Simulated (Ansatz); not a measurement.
# C2H5BrOSi: one species, many methods

How much do the methods differ for C2H5BrOSi? The plan is to run it at one geometry with functionals of several rungs and with coupled cluster. The yardstick is the atomisation energy at the CCSD(T) limit.

Method: functionals in def2-TZVPP, the program's frozen cores in correlated methods; program: Ansatz 0.2.0, Gaussian basis.

The runs, in order: LDA (SPW92), PBE-D4, revPBE-D4, BLYP-D4, r2SCAN-D4, B97M-V, PBE0-D4, B3LYP-D4, r2SCANh-D4, r2SCAN0-D4, HSE06-D4, BHLYP-D4, CAM-B3LYP-D4, LC-ωPBE, ωB97X-V, ωB97M-V, B2PLYP, PBE-QIDH; CCSD(T)/def2-SVP; CCSD(T)/def2-TZVPP; MP2/def2-QZVPP; extrapolation to the limit; RPA on PBE.

## (1) The geometry

The geometry comes from an earlier relaxation with PBE0-D4 in a triple-zeta def2 set; it is a stationary point, not always the lowest conformer.

SMILES `C=CO[SiH2]Br`, 10 atoms, charge 0, spin multiplicity 1.

Atoms are counted from 1 here; the program's logs count them from 0.

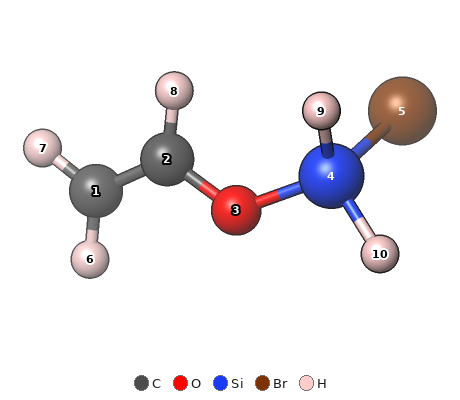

The structure; carbon dark grey, oxygen red, silicon blue, bromine brown, hydrogen pink; atoms are numbered from 1 in the order of the file.

Coordinates:

```xyz
10

C    -0.6587   -1.6037    1.2233
C    -0.5798   -0.5595    0.4170
O     0.5510    0.1893    0.3082
Si    0.8138    1.3758   -0.7916
Br    1.0403    0.5358   -2.8295
H     0.1849   -1.9161    1.8256
H    -1.5829   -2.1606    1.2864
H    -1.4194   -0.2374   -0.1964
H    -0.3417    2.3001   -0.8420
H     2.0756    2.0253   -0.3980
```

## (2) LDA

This LDA is Slater exchange with PW92 correlation.

in.yaml reads:

```yaml
crystal:
  periodic: [false, false, false]
  atoms:
    - {symbol: C, position_ang: [-0.658707, -1.603707, 1.223339]}
    - {symbol: C, position_ang: [-0.579807, -0.559495, 0.417024]}
    - {symbol: O, position_ang: [0.550956, 0.189313, 0.308224]}
    - {symbol: Si, position_ang: [0.813782, 1.375757, -0.791634]}
    - {symbol: Br, position_ang: [1.040282, 0.535780, -2.829543]}
    - {symbol: H, position_ang: [0.184929, -1.916147, 1.825581]}
    - {symbol: H, position_ang: [-1.582870, -2.160605, 1.286446]}
    - {symbol: H, position_ang: [-1.419420, -0.237398, -0.196362]}
    - {symbol: H, position_ang: [-0.341669, 2.300069, -0.841998]}
    - {symbol: H, position_ang: [2.075624, 2.025334, -0.397977]}
basis:
  gaussian: {orbitals: def2-TZVPP}
hamiltonian: {xc: lda}
output: {orbitals: {seedname: orbitals}}
```

Started as:

```console
> ansatz run in.yaml --threads 4 --pin off --events-out ev --progress --plain --max-ram 10444MiB
```

Log:

```text
Functional definition: SPW92
  name "SPW92"
  cite "Dirac, Proc. Camb. Phil. Soc. 26, 376 (1930) doi:10.1017/S0305004100016108"
  cite "Slater, Phys. Rev. 81, 385 (1951) doi:10.1103/PhysRev.81.385"
  cite "Perdew & Wang, Phys. Rev. B 45, 13244 (1992) doi:10.1103/PhysRevB.45.13244"
  exchange = slater_x
  correlation = pw_c
1470 factors; their error is unknown
mean field evaluation 1: about -81956.3724 eV, gradient 7.0e1 eV
mean field evaluation 2: about -81917.0499 eV, gradient 1.4e2 eV
mean field evaluation 4: about -81965.9582 eV, gradient 2.0e1 eV
mean field evaluation 8: about -81966.8733 eV, gradient 1.6e-1 eV
mean field evaluation 16: about -81966.8220 eV, gradient 2.4e-4 eV
mean field -81966.82195772 eV, -3012.2251478389 hartree, gradient 7.6e-5 eV, S^2 0.000000; 0 other end points of the search recorded, 0 dependent functions left out
reference -81966.82199933 eV, -3012.2251493681 hartree; 37, 37 occupied and 216, 216 virtual orbitals, 1470 factors
Total energy: -81966.82199933 eV, -3012.2251493681 hartree
```

Run time: 0.8 s. Hardware: 4 threads of Intel Xeon 6975P-C, shared host; peak memory 0.35 GiB.

With the free atoms at this level, -81922.145 eV in sum, the atomisation energy is 4310.6 kJ/mol. HOMO -6.28 eV, LUMO -1.24 eV.

## (3) PBE-D4 (GGA)

Edit in.yaml of step 2 so:

```diff
@@ -15,3 +15,3 @@
   gaussian: {orbitals: def2-TZVPP}
-hamiltonian: {xc: lda}
-output: {orbitals: {seedname: orbitals}}
+hamiltonian: {xc: pbe, dispersion: d4}
+output: {forces: true, orbitals: {seedname: orbitals}}
```

The command is unchanged.

Log, shortened:

```text
Functional definition: PBE
  name "PBE"
  cite "Perdew, Burke & Ernzerhof, Phys. Rev. Lett. 77, 3865 (1996) doi:10.1103/PhysRevLett.77.3865"
  parent pbe
[...]
1470 factors; their error is unknown
[...]
mean field -82110.24914043 eV, -3017.4959995848 hartree, gradient 1.1e-5 eV, S^2 0.000000; 0 other end points of the search recorded, 0 dependent functions left out
[...]
reference -82110.24918545 eV, -3017.4960012392 hartree; 37, 37 occupied and 216, 216 virtual orbitals, 1470 factors
Total energy: -82110.48058333 eV, -3017.5045049546 hartree
Atom 0 at    -0.658707    -1.603707     1.223339 Å, force    -0.031640    -0.348273     0.267804 eV/Å
Atom 1 at    -0.579807    -0.559495     0.417024 Å, force    -0.215844     0.148522    -0.211850 eV/Å
Atom 2 at     0.550956     0.189313     0.308224 Å, force     0.371859    -0.086614     0.341616 eV/Å
Atom 3 at     0.813782     1.375757    -0.791634 Å, force     0.043799     0.310183    -0.216244 eV/Å
Atom 4 at     1.040282     0.535780    -2.829543 Å, force     0.032080    -0.092335    -0.255156 eV/Å
Atom 5 at     0.184929    -1.916147     1.825581 Å, force     0.167261    -0.079565     0.130697 eV/Å
Atom 6 at    -1.582870    -2.160605     1.286446 Å, force    -0.186485    -0.123429     0.025534 eV/Å
Atom 7 at    -1.419420    -0.237398    -0.196362 Å, force    -0.190746     0.078548    -0.145246 eV/Å
Atom 8 at    -0.341669     2.300069    -0.841998 Å, force    -0.137324     0.121051    -0.002840 eV/Å
Atom 9 at     2.075624     2.025334    -0.397977 Å, force     0.147040     0.071911     0.065685 eV/Å
Dipole moment:    -0.141169     0.111674     0.116838 e Å
```

Wall time 1.4 s (4 threads of Intel Xeon 6975P-C, shared host); peak memory 0.36 GiB.

With the free atoms at this level, -82070.719 eV in sum, the atomisation energy is 3836.4 kJ/mol. HOMO -6.08 eV, LUMO -0.97 eV.

## (4) revPBE-D4 (GGA)

Edit in.yaml of step 3 so:

```diff
@@ -15,3 +15,3 @@
   gaussian: {orbitals: def2-TZVPP}
-hamiltonian: {xc: pbe, dispersion: d4}
-output: {forces: true, orbitals: {seedname: orbitals}}
+hamiltonian: {xc: {name: revPBE}, dispersion: d4}
+output: {orbitals: {seedname: orbitals}}
```

Same command.

Log:

```text
Functional definition: revPBE
  name "revPBE"
  cite "Zhang & Yang, Phys. Rev. Lett. 80, 890 (1998) doi:10.1103/PhysRevLett.80.890"
  cite "Perdew, Burke & Ernzerhof, Phys. Rev. Lett. 77, 3865 (1996) doi:10.1103/PhysRevLett.77.3865"
  parameter kappa = 1.245
  parameter beta = 0.06672455060314922
  exchange = pbe_x(kappa = kappa, mu = beta*pi^2/3)
  correlation = pbe_c(beta = beta)
1470 factors; their error is unknown
mean field evaluation 1: about -82111.5021 eV, gradient 6.7e1 eV
mean field evaluation 2: about -82077.9925 eV, gradient 1.3e2 eV
mean field evaluation 4: about -82120.2517 eV, gradient 1.8e1 eV
mean field evaluation 8: about -82120.9823 eV, gradient 1.2e-1 eV
mean field evaluation 16: about -82120.9293 eV, gradient 3.3e-4 eV
mean field -82120.92929417 eV, -3017.8884879957 hartree, gradient 2.7e-5 eV, S^2 0.000000; 0 other end points of the search recorded, 0 dependent functions left out
reference -82120.92935072 eV, -3017.8884900738 hartree; 37, 37 occupied and 216, 216 virtual orbitals, 1470 factors
Total energy: -82121.60634247 eV, -3017.9133690616 hartree
```

Run time: 1.1 s. Hardware: 4 threads of Intel Xeon 6975P-C, shared host; peak memory 0.35 GiB.

With the free atoms at this level, -82082.837 eV in sum, the atomisation energy is 3740.7 kJ/mol. HOMO -6.01 eV, LUMO -0.87 eV.

## (5) BLYP-D4 (GGA)

Edit in.yaml of step 4 so:

```diff
@@ -15,3 +15,3 @@
   gaussian: {orbitals: def2-TZVPP}
-hamiltonian: {xc: {name: revPBE}, dispersion: d4}
+hamiltonian: {xc: {name: BLYP}, dispersion: d4}
 output: {orbitals: {seedname: orbitals}}
```

Same command.

Log:

```text
Functional definition: BLYP
  name "BLYP"
  cite "Becke, Phys. Rev. A 38, 3098 (1988) doi:10.1103/PhysRevA.38.3098"
  cite "Lee, Yang & Parr, Phys. Rev. B 37, 785 (1988) doi:10.1103/PhysRevB.37.785"
  parameter beta = 0.0042
  parameter a = 0.04918
  parameter b = 0.132
  parameter c = 0.2533
  parameter d = 0.349
  exchange = b88_x(beta = beta)
  correlation = lyp_c(a = a, b = b, c = c, d = d)
1470 factors; their error is unknown
mean field evaluation 1: about -82118.2523 eV, gradient 7.3e1 eV
mean field evaluation 2: about -82074.6460 eV, gradient 1.5e2 eV
mean field evaluation 4: about -82128.2638 eV, gradient 2.2e1 eV
mean field evaluation 8: about -82129.3115 eV, gradient 1.6e-1 eV
mean field evaluation 16: about -82129.2577 eV, gradient 3.0e-4 eV
mean field -82129.25774220 eV, -3018.1945528155 hartree, gradient 8.4e-5 eV, S^2 0.000000; 0 other end points of the search recorded, 0 dependent functions left out
reference -82129.25813690 eV, -3018.1945673204 hartree; 37, 37 occupied and 216, 216 virtual orbitals, 1470 factors
Total energy: -82129.76167207 eV, -3018.2130718966 hartree
```

It took 1.2 s on 4 threads of Intel Xeon 6975P-C, shared host; peak memory 0.35 GiB.

With the free atoms at this level, -82090.830 eV in sum, the atomisation energy is 3756.3 kJ/mol. HOMO -5.92 eV, LUMO -0.84 eV.

## (6) r2SCAN-D4 (meta-GGA)

Edit in.yaml of step 5 so:

```diff
@@ -15,3 +15,3 @@
   gaussian: {orbitals: def2-TZVPP}
-hamiltonian: {xc: {name: BLYP}, dispersion: d4}
-output: {orbitals: {seedname: orbitals}}
+hamiltonian: {xc: r2scan, dispersion: d4}
+output: {forces: true, orbitals: {seedname: orbitals}}
```

The command is unchanged.

Log, shortened:

```text
Functional definition: r2SCAN
  name "r2SCAN"
  cite "Furness, Kaplan, Ning, Perdew & Sun, J. Phys. Chem. Lett. 11, 8208 (2020) doi:10.1021/acs.jpclett.0c02405"
  cite "Furness, Kaplan, Ning, Perdew & Sun, J. Phys. Chem. Lett. 11, 9248 (2020) doi:10.1021/acs.jpclett.0c03077"
  parent r2scan
[...]
1470 factors; their error is unknown
[...]
mean field -82126.61369927 eV, -3018.0973860299 hartree, gradient 4.6e-5 eV, S^2 0.000000; 0 other end points of the search recorded, 0 dependent functions left out
[...]
reference -82126.61371194 eV, -3018.0973864958 hartree; 37, 37 occupied and 216, 216 virtual orbitals, 1470 factors
Total energy: -82126.67130501 eV, -3018.0995030019 hartree
Atom 0 at    -0.658707    -1.603707     1.223339 Å, force    -0.003019    -0.192713     0.155828 eV/Å
Atom 1 at    -0.579807    -0.559495     0.417024 Å, force    -0.255441    -0.017102    -0.102843 eV/Å
Atom 2 at     0.550956     0.189313     0.308224 Å, force     0.240891     0.099072     0.046844 eV/Å
Atom 3 at     0.813782     1.375757    -0.791634 Å, force     0.011113     0.108800    -0.022593 eV/Å
Atom 4 at     1.040282     0.535780    -2.829543 Å, force     0.005722    -0.024894    -0.053458 eV/Å
Atom 5 at     0.184929    -1.916147     1.825581 Å, force    -0.013457     0.007358    -0.011954 eV/Å
Atom 6 at    -1.582870    -2.160605     1.286446 Å, force     0.021247     0.018869    -0.005193 eV/Å
Atom 7 at    -1.419420    -0.237398    -0.196362 Å, force     0.002788     0.021155    -0.016746 eV/Å
Atom 8 at    -0.341669     2.300069    -0.841998 Å, force     0.024072    -0.010221     0.010377 eV/Å
Atom 9 at     2.075624     2.025334    -0.397977 Å, force    -0.033915    -0.010324    -0.000260 eV/Å
Dipole moment:    -0.147118     0.118409     0.126930 e Å
```

It took 2.3 s on 4 threads of Intel Xeon 6975P-C, shared host; peak memory 0.38 GiB.

Atomisation energy: 3784.8 kJ/mol (free atoms -82087.444 eV, run apart). HOMO -6.29 eV, LUMO -0.67 eV.

## (7) B97M-V (meta-GGA)

Edit in.yaml of step 6 so:

```diff
@@ -15,3 +15,3 @@
   gaussian: {orbitals: def2-TZVPP}
-hamiltonian: {xc: r2scan, dispersion: d4}
-output: {forces: true, orbitals: {seedname: orbitals}}
+hamiltonian: {xc: {name: B97M-V}}
+output: {orbitals: {seedname: orbitals}}
```

The command is unchanged.

Log, shortened:

```text
Functional definition: B97M-V
  name "B97M-V"
  cite "Mardirossian & Head-Gordon, J. Chem. Phys. 142, 074111 (2015) doi:10.1063/1.4907719"
  cite "Becke, J. Chem. Phys. 107, 8554 (1997) doi:10.1063/1.475007"
  cite "Vydrov & Van Voorhis, J. Chem. Phys. 133, 244103 (2010) doi:10.1063/1.3521275"
  # Of w^i u^j: cxij and so on, Table III.
[...]
  gx(w, u) = cx00 + cx01*u + cx02*u^2 + (cx10 + cx11*u)*w
  gss(w, u) = css00 + css02*u^2 + css10*w + (css32*w^3 + css42*w^4)*u^2
  gos(w, u) = cos00 + cos01*u + cos03*u^3 + cos10*w + cos32*w^3*u^2
[...]
      + integral(e_c_pw_mod_opposite_spin*gos(b97_w_opposite, b97_u_opposite)) + vv10(b, c)
1470 factors; their error is unknown
[...]
mean field -82114.87312006 eV, -3017.6659277021 hartree, gradient 3.4e-5 eV, S^2 0.000000; 0 other end points of the search recorded, 0 dependent functions left out
reference -82114.87318433 eV, -3017.6659300639 hartree; 37, 37 occupied and 216, 216 virtual orbitals, 1470 factors
Total energy: -82114.87318433 eV, -3017.6659300639 hartree
```

Run time: 4.5 s. Hardware: 4 threads of Intel Xeon 6975P-C, shared host; peak memory 0.44 GiB.

Atomisation energy: 3772.8 kJ/mol (free atoms -82075.771 eV, run apart). HOMO -6.31 eV, LUMO -0.66 eV.

## (8) PBE0-D4 (hybrid)

Edit in.yaml of step 7 so:

```diff
@@ -15,3 +15,3 @@
   gaussian: {orbitals: def2-TZVPP}
-hamiltonian: {xc: {name: B97M-V}}
+hamiltonian: {xc: pbe0, dispersion: d4}
 output: {orbitals: {seedname: orbitals}}
```

Launched as before.

Log:

```text
Functional definition: PBE0
  name "PBE0"
  cite "Adamo & Barone, J. Chem. Phys. 110, 6158 (1999) doi:10.1063/1.478522"
  cite "Perdew, Burke & Ernzerhof, Phys. Rev. Lett. 77, 3865 (1996) doi:10.1103/PhysRevLett.77.3865"
  parent pbe
  parameter a = 0.25
  parameter kappa = 0.804
  parameter beta = 0.06672455060314922
  exchange = (1 - a)*pbe_x(kappa = kappa, mu = beta*pi^2/3) + a*exact_x
  correlation = pbe_c(beta = beta)
1510 factors; their error is unknown
mean field evaluation 1: about -82107.2379 eV, gradient 5.5e1 eV
mean field evaluation 2: about -82102.4760 eV, gradient 7.3e1 eV
mean field evaluation 4: about -82113.2353 eV, gradient 4.9e0 eV
mean field evaluation 8: about -82113.7391 eV, gradient 5.6e-1 eV
mean field evaluation 16: about -82113.7394 eV, gradient 8.6e-5 eV
mean field -82113.73942751 eV, -3017.6242652694 hartree, gradient 8.6e-5 eV, S^2 0.000000; 0 other end points of the search recorded, 0 dependent functions left out
reference -82113.73946114 eV, -3017.6242665053 hartree; 37, 37 occupied and 216, 216 virtual orbitals, 1510 factors
Total energy: -82113.93685011 eV, -3017.6315204163 hartree
```

It took 1.8 s on 4 threads of Intel Xeon 6975P-C, shared host; peak memory 0.75 GiB.

Atomisation energy: 3769.2 kJ/mol (free atoms -82074.872 eV, run apart). HOMO -7.24 eV, LUMO 0.00 eV.

## (9) B3LYP-D4 (hybrid)

B3LYP here takes the VWN-RPA correlation.

Edit in.yaml of step 8 so:

```diff
@@ -15,3 +15,3 @@
   gaussian: {orbitals: def2-TZVPP}
-hamiltonian: {xc: pbe0, dispersion: d4}
-output: {orbitals: {seedname: orbitals}}
+hamiltonian: {xc: {name: B3LYP}, dispersion: d4}
+output: {forces: true, orbitals: {seedname: orbitals}}
```

The command is unchanged.

Log, shortened:

```text
Functional definition: B3LYP
  name "B3LYP"
  cite "Stephens, Devlin, Chabalowski & Frisch, J. Phys. Chem. 98, 11623 (1994) doi:10.1021/j100096a001"
  cite "Becke, Phys. Rev. A 38, 3098 (1988) doi:10.1103/PhysRevA.38.3098"
  cite "Lee, Yang & Parr, Phys. Rev. B 37, 785 (1988) doi:10.1103/PhysRevB.37.785"
  cite "Vosko, Wilk & Nusair, Can. J. Phys. 58, 1200 (1980) doi:10.1139/p80-159"
[...]
1510 factors; their error is unknown
[...]
mean field -82131.52445805 eV, -3018.2778530866 hartree, gradient 3.0e-5 eV, S^2 0.000000; 0 other end points of the search recorded, 0 dependent functions left out
[...]
reference -82131.52475152 eV, -3018.2778638715 hartree; 37, 37 occupied and 216, 216 virtual orbitals, 1510 factors
Total energy: -82131.89873072 eV, -3018.2916073536 hartree
Atom 0 at    -0.658707    -1.603707     1.223339 Å, force    -0.027801    -0.124067     0.085830 eV/Å
Atom 1 at    -0.579807    -0.559495     0.417024 Å, force    -0.296084    -0.110136    -0.029098 eV/Å
Atom 2 at     0.550956     0.189313     0.308224 Å, force     0.182581     0.106771     0.007511 eV/Å
Atom 3 at     0.813782     1.375757    -0.791634 Å, force     0.061455     0.299167     0.136070 eV/Å
Atom 4 at     1.040282     0.535780    -2.829543 Å, force     0.023399    -0.091848    -0.213429 eV/Å
Atom 5 at     0.184929    -1.916147     1.825581 Å, force    -0.063717     0.011215    -0.035291 eV/Å
Atom 6 at    -1.582870    -2.160605     1.286446 Å, force     0.067019     0.022969     0.009259 eV/Å
Atom 7 at    -1.419420    -0.237398    -0.196362 Å, force     0.064475    -0.025190     0.048777 eV/Å
Atom 8 at    -0.341669     2.300069    -0.841998 Å, force     0.082231    -0.055526     0.013904 eV/Å
Atom 9 at     2.075624     2.025334    -0.397977 Å, force    -0.093557    -0.033355    -0.023534 eV/Å
Dipole moment:    -0.155842     0.122460     0.126402 e Å
```

Run time: 2.9 s. Hardware: 4 threads of Intel Xeon 6975P-C, shared host; peak memory 0.8 GiB.

Atomisation energy: 3761.2 kJ/mol (free atoms -82092.917 eV, run apart). HOMO -7.02 eV, LUMO -0.24 eV.

## (10) r2SCANh-D4 (hybrid)

Edit in.yaml of step 9 so:

```diff
@@ -15,3 +15,3 @@
   gaussian: {orbitals: def2-TZVPP}
-hamiltonian: {xc: {name: B3LYP}, dispersion: d4}
-output: {forces: true, orbitals: {seedname: orbitals}}
+hamiltonian: {xc: {name: r2SCANh}, dispersion: d4}
+output: {orbitals: {seedname: orbitals}}
```

The command is unchanged.

Log, shortened:

```text
Functional definition: r2SCANh
  name "r2SCANh"
  cite "Bursch, Neugebauer, Ehlert & Grimme, J. Chem. Phys. 156, 134105 (2022) doi:10.1063/5.0086040"
  cite "Furness, Kaplan, Ning, Perdew & Sun, J. Phys. Chem. Lett. 11, 8208 (2020) doi:10.1021/acs.jpclett.0c02405"
  cite "Furness, Kaplan, Ning, Perdew & Sun, J. Phys. Chem. Lett. 11, 9248 (2020) doi:10.1021/acs.jpclett.0c03077"
  parent r2scan
[...]
1485 factors; their error is unknown
[...]
mean field -82126.33411510 eV, -3018.0871115013 hartree, gradient 2.2e-5 eV, S^2 0.000000; 0 other end points of the search recorded, 0 dependent functions left out
reference -82126.33412675 eV, -3018.0871119293 hartree; 37, 37 occupied and 216, 216 virtual orbitals, 1485 factors
Total energy: -82126.39598262 eV, -3018.0893850906 hartree
```

Run time: 2.8 s. Hardware: 4 threads of Intel Xeon 6975P-C, shared host; peak memory 0.77 GiB.

With the free atoms at this level, -82087.435 eV in sum, the atomisation energy is 3759.2 kJ/mol. HOMO -6.73 eV, LUMO -0.32 eV.

## (11) r2SCAN0-D4 (hybrid)

Edit in.yaml of step 10 so:

```diff
@@ -15,3 +15,3 @@
   gaussian: {orbitals: def2-TZVPP}
-hamiltonian: {xc: {name: r2SCANh}, dispersion: d4}
+hamiltonian: {xc: {name: r2SCAN0}, dispersion: d4}
 output: {orbitals: {seedname: orbitals}}
```

Launched as before.

Log, shortened:

```text
Functional definition: r2SCAN0
  name "r2SCAN0"
  cite "Bursch, Neugebauer, Ehlert & Grimme, J. Chem. Phys. 156, 134105 (2022) doi:10.1063/5.0086040"
  cite "Furness, Kaplan, Ning, Perdew & Sun, J. Phys. Chem. Lett. 11, 8208 (2020) doi:10.1021/acs.jpclett.0c02405"
  cite "Furness, Kaplan, Ning, Perdew & Sun, J. Phys. Chem. Lett. 11, 9248 (2020) doi:10.1021/acs.jpclett.0c03077"
  parent r2scan
[...]
1510 factors; their error is unknown
[...]
mean field -82125.95183502 eV, -3018.0730629675 hartree, gradient 3.9e-5 eV, S^2 0.000000; 0 other end points of the search recorded, 0 dependent functions left out
reference -82125.95184513 eV, -3018.0730633390 hartree; 37, 37 occupied and 216, 216 virtual orbitals, 1510 factors
Total energy: -82126.02035478 eV, -3018.0755810221 hartree
```

Wall time 2.6 s (4 threads of Intel Xeon 6975P-C, shared host); peak memory 0.78 GiB.

Atomisation energy: 3722.6 kJ/mol (free atoms -82087.438 eV, run apart). HOMO -7.40 eV, LUMO 0.19 eV.

## (12) HSE06-D4 (hybrid)

HSE06 is the plane-wave form, built on full-range PBE exchange.

Edit in.yaml of step 11 so:

```diff
@@ -15,3 +15,3 @@
   gaussian: {orbitals: def2-TZVPP}
-hamiltonian: {xc: {name: r2SCAN0}, dispersion: d4}
+hamiltonian: {xc: hse06, dispersion: d4}
 output: {orbitals: {seedname: orbitals}}
```

The command is unchanged.

Log, shortened:

```text
Functional definition: HSE06
  name "HSE06"
  cite "Heyd, Scuseria & Ernzerhof, J. Chem. Phys. 118, 8207 (2003) doi:10.1063/1.1564060"
  cite "Krukau, Vydrov, Izmaylov & Scuseria, J. Chem. Phys. 125, 224106 (2006) doi:10.1063/1.2404663"
  cite "Heyd & Scuseria, J. Chem. Phys. 120, 7274 (2004) doi:10.1063/1.1668634"
  cite "Ernzerhof & Perdew, J. Chem. Phys. 109, 3313 (1998) doi:10.1063/1.476928"
  cite "Perdew, Burke & Ernzerhof, Phys. Rev. Lett. 77, 3865 (1996) doi:10.1103/PhysRevLett.77.3865"
  parent pbe
[...]
  # The whole range is PBE's own exchange, as in plane waves. The composition of these papers is wPBEh.
[...]
1510 factors; their error is unknown
113 factors; integrals over basis functions are off by at most 3.9e-7 eV
[...]
mean field -82113.46457763 eV, -3017.6141647224 hartree, gradient 1.9e-5 eV, S^2 0.000000; 0 other end points of the search recorded, 0 dependent functions left out
reference -82113.46462244 eV, -3017.6141663694 hartree; 37, 37 occupied and 216, 216 virtual orbitals, 1510 factors
Total energy: -82113.64963026 eV, -3017.6209652812 hartree
```

Run time: 2.1 s. Hardware: 4 threads of Intel Xeon 6975P-C, shared host; peak memory 0.8 GiB.

Atomisation energy: 3772.2 kJ/mol (free atoms -82074.554 eV, run apart). HOMO -6.84 eV, LUMO -0.38 eV.

## (13) BHLYP-D4 (hybrid)

Edit in.yaml of step 12 so:

```diff
@@ -15,3 +15,3 @@
   gaussian: {orbitals: def2-TZVPP}
-hamiltonian: {xc: hse06, dispersion: d4}
+hamiltonian: {xc: {name: BHLYP}, dispersion: d4}
 output: {orbitals: {seedname: orbitals}}
```

Same command.

Log:

```text
Functional definition: BHLYP
  name "BHLYP"
  cite "Becke, J. Chem. Phys. 98, 1372 (1993) doi:10.1063/1.464304"
  cite "Becke, Phys. Rev. A 38, 3098 (1988) doi:10.1103/PhysRevA.38.3098"
  cite "Lee, Yang & Parr, Phys. Rev. B 37, 785 (1988) doi:10.1103/PhysRevB.37.785"
  parameter a = 0.5
  exchange = (1 - a)*b88_x + a*exact_x
  correlation = lyp_c
1679 factors; their error is unknown
mean field evaluation 1: about -82122.0473 eV, gradient 4.8e1 eV
mean field evaluation 2: about -82122.3071 eV, gradient 4.8e1 eV
mean field evaluation 4: about -82126.5850 eV, gradient 2.5e0 eV
mean field evaluation 8: about -82126.5978 eV, gradient 4.8e-2 eV
mean field evaluation 16: about -82127.5585 eV, gradient 1.9e-4 eV
mean field -82127.55853585 eV, -3018.1321081340 hartree, gradient 3.2e-5 eV, S^2 0.000000; 0 other end points of the search recorded, 0 dependent functions left out
reference -82127.55873456 eV, -3018.1321154363 hartree; 37, 37 occupied and 216, 216 virtual orbitals, 1679 factors
Total energy: -82127.85487750 eV, -3018.1429984888 hartree
```

It took 2 s on 4 threads of Intel Xeon 6975P-C, shared host; peak memory 0.79 GiB.

Atomisation energy: 3656.4 kJ/mol (free atoms -82089.959 eV, run apart). HOMO -8.27 eV, LUMO 1.01 eV.

[end of part 1 of 2]
